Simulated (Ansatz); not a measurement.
# Lattice dynamics of Hf2NF2 monolayer

Wanted: phonon frequencies of Hf2NF2 monolayer and what follows from them.

Main program and level: Ansatz 0.2.0; DFT PBEsol, scalar-relativistic, plane waves, PAW; PAW set soft_1.

### 1. The starting structure

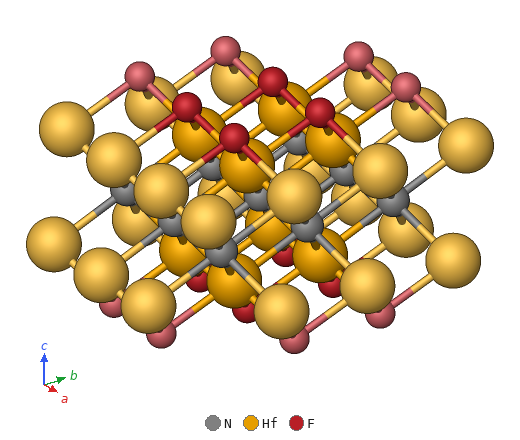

Start, viewed slightly off an axis; nitrogen grey, hafnium orange, fluorine red. 2×2×1 cells are drawn. Some periodic images of atoms are drawn too.

The cell holds 5 atoms: 1 N, 2 Hf and 2 F. Its edges and angles: a = 3.260 Å, b = 3.260 Å, c = 20.000 Å, α = 90.0°, β = 90.0°, γ = 120.0°. Vacuum lies along c.

### 2. Coarse relaxation

A rough relaxation comes first, because large forces or stress need no tight tolerances yet.

The program solves this slab on a cell height of its own, 33.2 Å, in place of the one typed.

Input file input.yaml:

```yaml
crystal:
  lattice:
    - [3.26, 0.0, 0.0]
    - [-1.63, 2.82324, 0.0]
    - [0.0, 0.0, 20.0]
  atoms:
    - { symbol: "N", position: [0.0, 0.0, 0.5] }
    - { symbol: Hf, position: [0.333333, 0.666667, 0.56] }
    - { symbol: Hf, position: [0.666667, 0.333333, 0.44] }
    - { symbol: F, position: [0.666667, 0.333333, 0.6175] }
    - { symbol: F, position: [0.333333, 0.666667, 0.3825] }
  periodic: [true, true, false]
kpoints:
  mp_grid: { grid: [9, 9, 1] }
hamiltonian:
  xc: pbesol
  pseudopotentials: { kind: paw, azcp: { folder: soft_1 }, xc_functional: pbe }
scf:
  occupations: { method: gaussian, width: 0.1 }
output:
  forces: true
  stress: true
  eigenvalues: true
relax:
  adjacent_minimum: "off"
  f_tol: 0.05
  max_steps: 80
  cell: { stress_2d_tol: 0.02 }
```

Launch:

```console
$ ansatz run input.yaml --threads 4 --pin off --max-ram 16384MiB --backend cpu --events-out ev --progress --plain --runs-dir out
```

Numbers of over 12 decimals in the logs are rounded to 6 here.

What it wrote:

```text
[...]
cell:  # Å, volume = 298.9686 Å³
    - [3.224619, 0.0, 0]
    - [-1.612310, 2.792602, 0]
    - [0, 0, 33.2]
  atoms:
    - { symbol: N, position: [0, 0, 0.301205] }
    - { symbol: Hf, position: [0.333333, 0.666667, 0.335440] }
    - { symbol: Hf, position: [0.666667, 0.333333, 0.266970] }
    - { symbol: F, position: [0.666667, 0.333333, 0.375336] }
    - { symbol: F, position: [0.333333, 0.666667, 0.227073] }
[key lines of the parts left out:]
SCF converged after 7 iterations
Free energy (F): -33183.267303 eV
Fermi energy:    -3.140827 eV
P = ½ c Tr σ = -0.0052 N/m
```

It took 45 s on 4 threads of Arm Neoverse V1, shared host; peak memory 0.77 GiB; 2.7 min of CPU time.

This run has no spin polarisation although its electron count is odd.

Step by step:

| step | energy less that of the first step (eV) | largest force component (eV/Å) | volume (Å³) |
| --- | --- | --- | --- |
| 1 | 0.0000 | 2.8927 | 305.56 |
| 2 | -0.2737 | 1.9885 | 299.08 |
| 3 | -0.3719 | 0.2732 | 296.03 |
| 4 | -0.3821 | 0.2029 | 297.85 |
| 5 | -0.3766 | 0.2769 | 301.15 |
| 6 | -0.3833 | 0.0201 | 299.42 |
| 7* | -0.3805 | 0.0205 | 299.42 |
| 8 | -0.3809 | 0.0014 | 298.97 |
| 9* | -0.3806 | 0.0014 | 298.97 |

Relaxation steps marked * repeat the geometry before them on a plane-wave basis chosen anew for their cell, so energy and pressure can jump there. Relaxation step 5 was tried and not accepted.

The run keeps the 12 symmetry operations that it works with, so distortions that break them were not tested.

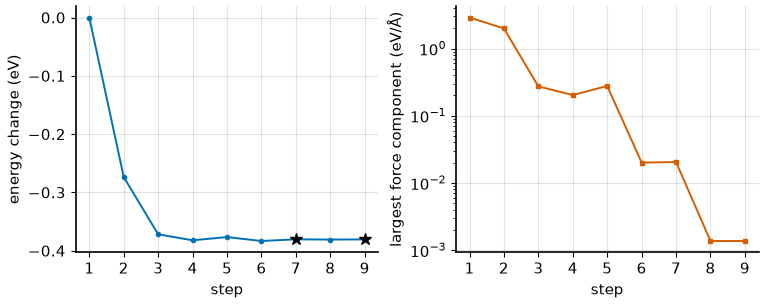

Energy and largest force along the relaxation. Stars mark steps on a basis chosen anew.

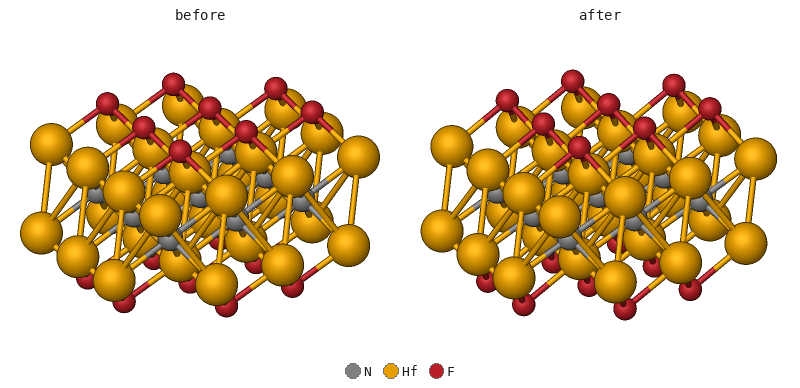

Before and after, at one scale.

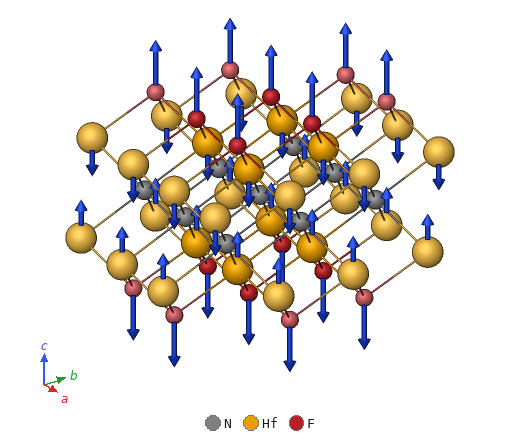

Displacements in the relaxation, exaggerated, measured against the changing cell; the longest in the cell stands for 0.11 Å. 2×2×1 cells are drawn. Some periodic images of atoms are drawn too.

| cell as run | before | after | change |
| --- | --- | --- | --- |
| a (Å) | 3.260 | 3.225 | -1.1 % |
| b (Å) | 3.260 | 3.225 | -1.1 % |

The atoms that moved most (Å, along periodic axes as changes of fractional coordinates times the final cell, across vacuum about the mean position):

| atom | dx | dy | dz | length |
| --- | --- | --- | --- | --- |
| F4 | 0.000 | 0.000 | 0.111 | 0.111 |
| F5 | 0.000 | 0.000 | -0.111 | 0.111 |
| Hf2 | 0.000 | 0.000 | -0.063 | 0.063 |
| Hf3 | 0.000 | 0.000 | 0.063 | 0.063 |

Final coordinates:

```cif
data_structure
_symmetry_space_group_name_H-M 'P 1'
_symmetry_Int_Tables_number 1
_cell_length_a 3.2246
_cell_length_b 3.2246
_cell_length_c 33.2000
_cell_angle_alpha 90.000
_cell_angle_beta 90.000
_cell_angle_gamma 120.000
_cell_volume 298.97
loop_
_atom_site_label
_atom_site_type_symbol
_atom_site_fract_x
_atom_site_fract_y
_atom_site_fract_z
_atom_site_occupancy
N1 N 0.00000 0.00000 0.30120 1
Hf2 Hf 0.33333 0.66667 0.33544 1
Hf3 Hf 0.66667 0.33333 0.26697 1
F4 F 0.66667 0.33333 0.37534 1
F5 F 0.33333 0.66667 0.22707 1
```

This step gave:

| Quantity | Value |
| --- | --- |
| gap on the k-mesh | 0 eV |
| area per atom | 1.801 Å² |

The relaxation ends with a largest force component of 0.0014 eV/Å.

### 3. Relaxation

The cell and atoms are relaxed, since residual forces and stress would shift the frequencies.

Input file input.yaml:

```yaml
crystal:
  lattice:
    - [3.2246190786, 0.0, 0.0]
    - [-1.6123095393, 2.7926020396, 0.0]
    - [0.0, 0.0, 33.2]
  atoms:
    - { symbol: "N", position: [0.0, 0.0, 0.3012048193] }
    - { symbol: Hf, position: [0.3333333333, 0.6666666667, 0.3354400808] }
    - { symbol: Hf, position: [0.6666666667, 0.3333333333, 0.2669695577] }
    - { symbol: F, position: [0.6666666667, 0.3333333333, 0.3753361462] }
    - { symbol: F, position: [0.3333333333, 0.6666666667, 0.2270734924] }
  periodic: [true, true, false]
kpoints:
  mp_grid: { grid: [12, 12, 1] }
hamiltonian:
  xc: pbesol
  pseudopotentials: { kind: paw, azcp: { folder: soft_1 }, xc_functional: pbe }
scf:
  occupations: { method: gaussian, width: 0.1 }
output:
  forces: true
  stress: true
  eigenvalues: true
  write_density: true
  write_potential: true
  elf: true
  volumetric_format: npy
relax:
  adjacent_minimum: "off"
  f_tol: 0.005
  max_steps: 80
  cell: { stress_2d_tol: 0.02 }
```

What it wrote:

```text
[...]
Crystal: 5 atoms, lattice volume = 298.969 Å³
Basis set: ecut = 420 eV, 5955 PW (Γ), exchange–correlation on 48×48×450 points (8 copies of the dense FFT grid, shifted against one another)
Bands: 43, of which v1, the nominal top of the filled ones, is band 36 counted from 1 (35 counted from 0)
Symmetry: 12 space group operations
[...]
k-points: 19 of 144
[...]
SCF iter   1: F=—  HF=-33186.817770 eV  |F-HF|=—  |Δ(HF+E_count)|=         —  Δρ=5.18e-2  dr2=1.33e1  ethr=3.10e-3  ⟨swp⟩=12.6  Hψ=5057  notcnv=0  defer=1
[...]
SCF iter  11: F=-33183.271184 eV  HF=-33183.271184 eV  |F-HF|=2.44e-9  |Δ(HF+E_count)|=   2.82e-8  Δρ=2.69e-7  dr2=1.38e-10  ethr=3.96e-12  ⟨swp⟩=22.1  Hψ=11045  notcnv=0
SCF 1 converged in 11 iterations: F = -33183.271184 eV  dr2 = 1.38e-10
[...]
relax step   1: F+E_penalty+E_count = -33183.27118363 eV  Δ(F+E_penalty+E_count) = +0.000e0 eV  max|allowed force component| = 4.987e-2 eV/Å  Δτ_max = 0.0000 Å  P = -0.211 N/m  Ω = 298.969 Å³  fix = [c, alpha, beta]  reactions: c +0.000 N/m  (11 SCF iters, dr2 threshold 1.00e-7 eV, accepted)
Crystal: 5 atoms, lattice volume = 297.504 Å³
Basis set: ecut = 420 eV, 5931 PW (Γ), exchange–correlation on 48×48×450 points (8 copies of the dense FFT grid, shifted against one another)
[...]
SCF iter   6: F=-33183.272140 eV  HF=-33183.272140 eV  |F-HF|=7.09e-8  |Δ(HF+E_count)|=   2.46e-7  Δρ=3.56e-6  dr2=3.21e-8  ethr=2.19e-10  ⟨swp⟩=31.1  Hψ=15114  notcnv=0
SCF 2 converged in 6 iterations: F = -33183.272140 eV  dr2 = 3.21e-8
[...]
relax step   2: F+E_penalty+E_count = -33183.27214049 eV  Δ(F+E_penalty+E_count) = -9.569e-4 eV  max|allowed force component| = 6.865e-2 eV/Å  Δτ_max = 0.0151 Å  P = -0.094 N/m  Ω = 297.504 Å³  energy of the carried Pulay correction = +8.123e-4 eV  fix = [c, alpha, beta]  reactions: c -0.000 N/m  (6 SCF iters, dr2 threshold 1.55e-7 eV, accepted)
Crystal: 5 atoms, lattice volume = 297.986 Å³
[...]
SCF iter   5: F=-33183.272250 eV  HF=-33183.272250 eV  |F-HF|=1.12e-7  |Δ(HF+E_count)|=   2.42e-7  Δρ=4.86e-6  dr2=6.59e-8  ethr=1.00e-12  ⟨swp⟩=14.6  Hψ=18567  notcnv=0
WARN: eigensolver did not converge (k=1): 1 band(s) unlocked after 100 sweeps at occupation × residual norm < 1.00e-8 eV (lowest unlocked band 10, counted from 0, weighed at 2.000 electrons; max residual 1.40e-8 eV among the unlocked bands, 5.03e-7 eV over every band, not weighted by occupation; other slots of this pass that fall short are told together in one closing line; warning suppressed for the rest of this close's residual-converged pass)
SCF 3 converged in 5 iterations: F = -33183.272250 eV  dr2 = 6.59e-8
[...]
relax step   3: F+E_penalty+E_count = -33183.27224966 eV  Δ(F+E_penalty+E_count) = -1.092e-4 eV  max|allowed force component| = 7.026e-3 eV/Å  Δτ_max = 0.0069 Å  P = -0.046 N/m  Ω = 297.986 Å³  energy of the carried Pulay correction = +5.445e-4 eV  fix = [c, alpha, beta]  reactions: c -0.000 N/m  (5 SCF iters, dr2 threshold 2.95e-7 eV, accepted)
[...]
relax step   4: F+E_penalty+E_count = -33183.27227720 eV  Δ(F+E_penalty+E_count) = -2.755e-5 eV  max|allowed force component| = 1.245e-3 eV/Å  Δτ_max = 0.0002 Å  P = -0.014 N/m  Ω = 297.944 Å³  energy of the carried Pulay correction = +5.681e-4 eV  fix = [c, alpha, beta]  reactions: c -0.000 N/m  (5 SCF iters, dr2 threshold 3.08e-9 eV, accepted)
[...]
relax step   5: F+E_penalty+E_count = -33183.27173420 eV  Δ(F+E_penalty+E_count) = +5.430e-4 eV  max|allowed force component| = 1.197e-3 eV/Å  Δτ_max = 0.0000 Å  P = -0.028 N/m  Ω = 297.944 Å³  fix = [c, alpha, beta]  reactions: c -0.000 N/m  stress off target by 2.79e-2 N/m on what of the cell is left free  SCF on the basis re-selected at this cell (its energy is not comparable with the rows above)  (6 SCF iters)
[...]
relax step   6: F+E_penalty+E_count = -33183.27177400 eV  Δ(F+E_penalty+E_count) = -3.979e-5 eV  max|allowed force component| = 4.248e-5 eV/Å  Δτ_max = 0.0003 Å  P = -0.001 N/m  Ω = 297.875 Å³  energy of the carried Pulay correction = +3.801e-5 eV  fix = [c, alpha, beta]  reactions: c -0.000 N/m  (5 SCF iters, dr2 threshold 8.73e-10 eV, accepted)
[...]
SCF iter   7: F=-33183.271721 eV  HF=-33183.271721 eV  |F-HF|=4.66e-10  |Δ(HF+E_count)|=  2.84e-10  Δρ=4.18e-8  dr2=2.11e-12  ethr=1.00e-12  ⟨swp⟩=14.1  Hψ=13919  notcnv=0
SCF 7 converged in 7 iterations: F = -33183.271721 eV  dr2 = 2.11e-12
[...]
relax step   7: F+E_penalty+E_count = -33183.27172096 eV  Δ(F+E_penalty+E_count) = +5.303e-5 eV  max|allowed force component| = 4.178e-5 eV/Å  Δτ_max = 0.0000 Å  P = -0.002 N/m  Ω = 297.875 Å³  fix = [c, alpha, beta]  reactions: c -0.000 N/m  stress off target by 1.97e-3 N/m on what of the cell is left free  SCF on the basis re-selected at this cell (its energy is not comparable with the rows above)  (7 SCF iters)
[...]
WARN: The output density's exchange-correlation potential varies sharply where the density is thin. Do not read a vacuum level from v_tot or v_xc, or from such a field of the output density. On a cell that repeats whose density bears no net charge and no dipole along the vacuum's axis use v_es (v_loc + v_h of the components); under efield.dipole_correction with no amplitude use v_es + v_field, which holds any externa [...]
SCF converged after 7 iterations
Free energy (F): -33183.271721 eV
[...]
Internal energy: -33183.261429 eV  (E = F + TS)
E sigma→0 (E₀):  -33183.266575 eV
Entropy (-TS):   -0.010291 eV (-2.058 meV/atom)
Fermi energy:    -3.149321 eV
[...]
--- Forces (eV/Å), atoms counted from 1 ---
  atom   1  N      0.00000000     0.00000000     0.00000000
  atom   2  Hf     0.00000000     0.00000000     0.00004178
  atom   3  Hf     0.00000000    -0.00000000    -0.00004178
  atom   4  F      0.00000000    -0.00000000    -0.00001424
  atom   5  F      0.00000000     0.00000000     0.00001424
  max |Σ_I F_I| component: 3.70e-17 eV/Å
--- 2D stress c σ (N/m, compression-positive) ---
       -0.001965       0.000000      -0.000000
        0.000000      -0.001965       0.000000
       -0.000000       0.000000      -0.000000
  P = ½ c Tr σ = -0.0020 N/m
--- Band table (eV; the first three rows and the last of 19) ---
  k-point 0: bands = [... 32 lower, -9.0324, -9.0324, -3.7208, -3.7208, -3.1250, -2.7633, -2.2639, -0.8586 (-0.8586°), ... 3 higher]
  k-point 1: bands = [... 32 lower, -9.2144, -9.0673, -4.0664, -3.5563, -2.9121, -2.7179, -1.9268, -1.2979 (-1.2979°), ... 3 higher]
  k-point 2: bands = [... 32 lower, -9.4348, -9.1361, -4.7016, -3.0845, -2.8818, -2.1727, -1.6647, -1.0501 (-1.0501°), ... 3 higher]
  k-point 18: bands = [... 32 lower, -9.8840, -9.2626, -3.3736, -3.2066, -3.2066, -0.7667, 0.1127, 0.1127, ... 3 higher]
  ° read free of the cell's end (the report's vacuum.weakly_bound_levels)
--- Relaxed structure (5 steps of the walk, 5 accepted, 2 SCFs on fresh bases) ---
[...]
cell:  # Å, volume = 297.8753 Å³
    - [3.218717, 0.0, 0]
    - [-1.609359, 2.787491, 0]
    - [0, 0, 33.2]
  atoms:
    - { symbol: N, position: [0, 0, 0.30120481928] }
    - { symbol: Hf, position: [0.333333, 0.666667, 0.335586] }
    - { symbol: Hf, position: [0.666667, 0.333333, 0.266824] }
    - { symbol: F, position: [0.666667, 0.333333, 0.375587] }
    - { symbol: F, position: [0.333333, 0.666667, 0.226823] }
```

Elapsed: 60 s, on 4 threads; peak memory 0.79 GiB.

The steps of the relaxation:

| step | energy less that of the first step (eV) | largest force component (eV/Å) | volume (Å³) |
| --- | --- | --- | --- |
| 1 | 0.0000 | 0.0499 | 298.97 |
| 2 | -0.0010 | 0.0687 | 297.50 |
| 3 | -0.0011 | 0.0070 | 297.99 |
| 4 | -0.0011 | 0.0012 | 297.94 |
| 5* | -0.0006 | 0.0012 | 297.94 |
| 6 | -0.0006 | 0.0000 | 297.88 |
| 7* | -0.0005 | 0.0000 | 297.88 |

Relaxation steps marked * repeat the geometry before them on a plane-wave basis chosen anew for their cell, so energy and pressure can jump there.

The run keeps the 12 symmetry operations that it works with, so distortions that break them were not tested.

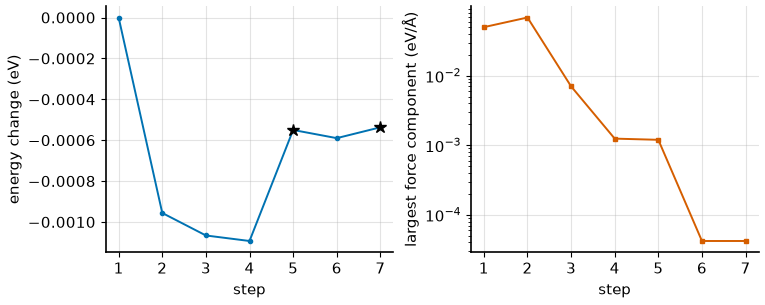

Energy and largest force along the relaxation. Stars mark steps on a basis chosen anew.

| cell as run | before | after | change |
| --- | --- | --- | --- |
| a (Å) | 3.225 | 3.219 | -0.2 % |
| b (Å) | 3.225 | 3.219 | -0.2 % |

The relaxed structure:

```cif
data_structure
_symmetry_space_group_name_H-M 'P 1'
_symmetry_Int_Tables_number 1
_cell_length_a 3.2187
_cell_length_b 3.2187
_cell_length_c 33.2000
_cell_angle_alpha 90.000
_cell_angle_beta 90.000
_cell_angle_gamma 120.000
_cell_volume 297.88
loop_
_atom_site_label
_atom_site_type_symbol
_atom_site_fract_x
_atom_site_fract_y
_atom_site_fract_z
_atom_site_occupancy
N1 N 0.00000 0.00000 0.30120 1
Hf2 Hf 0.33333 0.66667 0.33559 1
Hf3 Hf 0.66667 0.33333 0.26682 1
F4 F 0.66667 0.33333 0.37559 1
F5 F 0.33333 0.66667 0.22682 1
```

Numbers from this step:

| Item | Value |
| --- | --- |
| area per atom | 1.794 Å² |

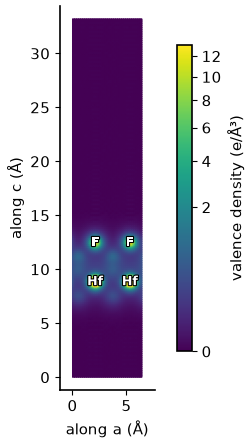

Valence density in the ac plane at fractional y = 0.333, with atoms of Hf and F within 0.2 Å of it. It is the smooth field of the valence electrons, not physical close to the nuclei. The colour scale is stretched toward low values.

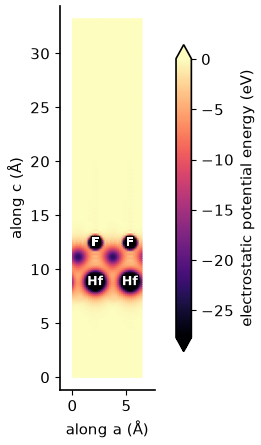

Electrostatic potential energy in the ac plane at fractional y = 0.333, with atoms of Hf and F within 0.2 Å of it. With pseudopotentials it is smooth inside the atoms' cores, unlike the true potential.

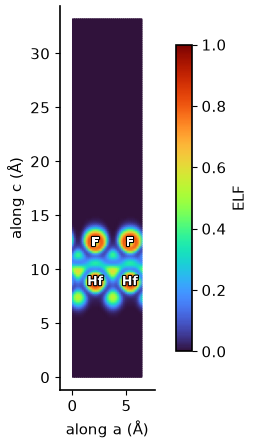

ELF in the ac plane at fractional y = 0.333, with atoms of Hf and F within 0.2 Å of it. It is the smooth field of the valence electrons, not physical close to the nuclei.

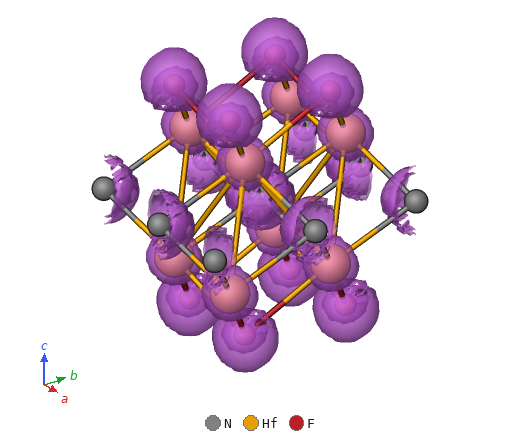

Surface of ELF = 0.78. 2×2×1 cells are drawn.

The cell shrank by 0.2 % in its periodic edges. From the first step to the last the energy fell by 0.001 eV, across changes of basis, and the largest move was 0.008 Å (F4 and 1 other atom alike).

### 4. Tight relaxation

Phonons need a cell at rest on their own settings, so the relaxation is repeated with tight tolerances on forces and stress, using the mesh and the filling of the phonon run that follows.

input.yaml, the sections that differ from step 3:

```yaml
crystal:
  lattice:
    - [3.2187174514, 0.0, 0.0]
    - [-1.6093587257, 2.7874910805, 0.0]
    - [0.0, 0.0, 33.2]
  atoms:
    - { symbol: "N", position: [0.0, 0.0, 0.3012048193] }
    - { symbol: Hf, position: [0.3333333333, 0.6666666667, 0.3355857609] }
    - { symbol: Hf, position: [0.6666666667, 0.3333333333, 0.2668238777] }
    - { symbol: F, position: [0.6666666667, 0.3333333333, 0.3755865584] }
    - { symbol: F, position: [0.3333333333, 0.6666666667, 0.2268230801] }
  periodic: [true, true, false]
scf:
  occupations: { method: methfessel_paxton, width: 0.2 }
relax:
  adjacent_minimum: "off"
  f_tol: 0.001
  max_steps: 60
  cell: { stress_2d_tol: 0.002 }
# kpoints, hamiltonian, output: as in step 3
```

What it wrote:

```text
[...]
Crystal: 5 atoms, lattice volume = 297.875 Å³
Basis set: ecut = 420 eV, 5931 PW (Γ), exchange–correlation on 48×48×450 points (8 copies of the dense FFT grid, shifted against one another)
Bands: 43, of which v1, the nominal top of the filled ones, is band 36 counted from 1 (35 counted from 0)
Symmetry: 12 space group operations
[...]
k-points: 19 of 144
[...]
cell:  # Å, volume = 298.1727 Å³
    - [3.220324, 0.0, 0.0]
    - [-1.610162, 2.788882, 0.0]
    - [0.0, 0.0, 33.2]
  atoms:
    - { symbol: N, position: [0, 0, 0.30120481928] }
    - { symbol: Hf, position: [0.333333, 0.666667, 0.335536] }
    - { symbol: Hf, position: [0.666667, 0.333333, 0.266873] }
    - { symbol: F, position: [0.666667, 0.333333, 0.375507] }
    - { symbol: F, position: [0.333333, 0.666667, 0.226903] }
[key lines of the parts left out:]
SCF converged after 10 iterations
Free energy (F): -33183.268983 eV
Fermi energy:    -3.133268 eV
P = ½ c Tr σ = -0.0000 N/m
```

Elapsed: 67 s, on 4 threads; peak memory 0.8 GiB; 4.2 min of CPU time.

Little changed from the start: no atom moved by 0.005 Å and no cell edge by 0.1 %.

Numbers from this step:

- area per atom: 1.796 Å²

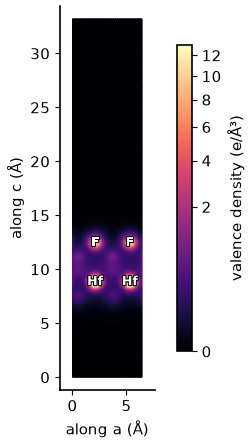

Valence density in the ac plane at fractional y = 0.333, with atoms of Hf and F within 0.2 Å of it. It is the smooth field of the valence electrons, not physical close to the nuclei. The colour scale is stretched toward low values.

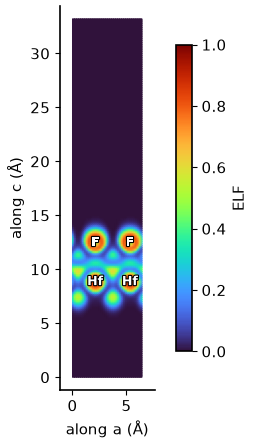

ELF in the ac plane at fractional y = 0.333, with atoms of Hf and F within 0.2 Å of it. It is the smooth field of the valence electrons, not physical close to the nuclei.

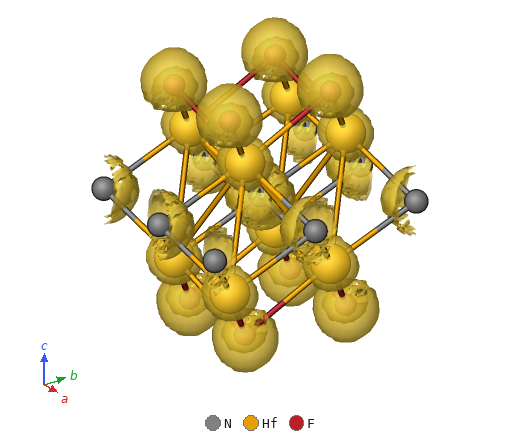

Surface of ELF = 0.78. 2×2×1 cells are drawn.

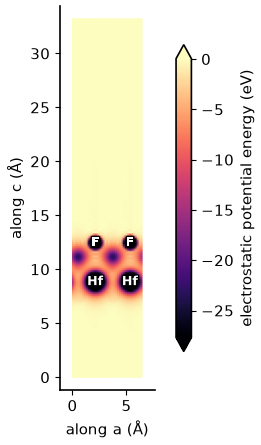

Electrostatic potential energy in the ac plane at fractional y = 0.333, with atoms of Hf and F within 0.2 Å of it. With pseudopotentials it is smooth inside the atoms' cores, unlike the true potential.

The largest force component left is 0.018 meV/Å, within the tolerances set.

(Continued in part 2 of 2.)

[Logs are printed without paths, hosts, clocks, repeated set-up lines and the standing remarks that a program may print on its own settings, such as how far it seeks lower states.]

[Hosts, paths, dates, database ids (printed as entryN), source tags and the programs' standing remarks are cut or masked in the printed files.]
